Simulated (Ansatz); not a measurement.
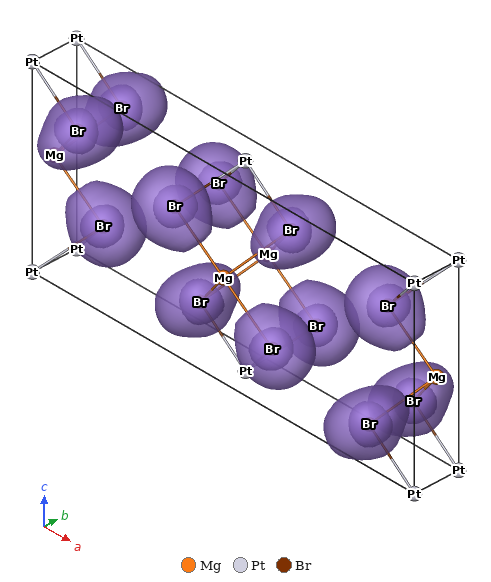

The picture shows: MgPtBr4. Isosurface of the electron localisation function at 0.75 (purple), seen slightly off an axis. Only the valence region is drawn (cores and ρ < 0.01 e/Å³ removed). Sticks mark near contacts.

Space group C2/m; a structure from a database of computed crystals, not necessarily the ambient phase; started from the CaPbI4-12 prototype, which need not be the ambient phase.

Method: Ansatz, DFT, r2SCAN+rVV10, plane waves, PAW.

Core electrons are frozen (PAW), and the valence fields are smoothed inside the atomic spheres.

Q: Describe the localisation domains.

A: The surface consists of eight regions wrapped around Br (the valence shell of each), counted in one cell of 12 atoms. Regions shared between cells count once.

Values along the shortest contacts:
Pt–Br (2.47 Å): the ELF is about 0.40 at the midpoint. Mg–Br (2.58 Å): the ELF is about 0.80 at the midpoint; a largely ionic contact.
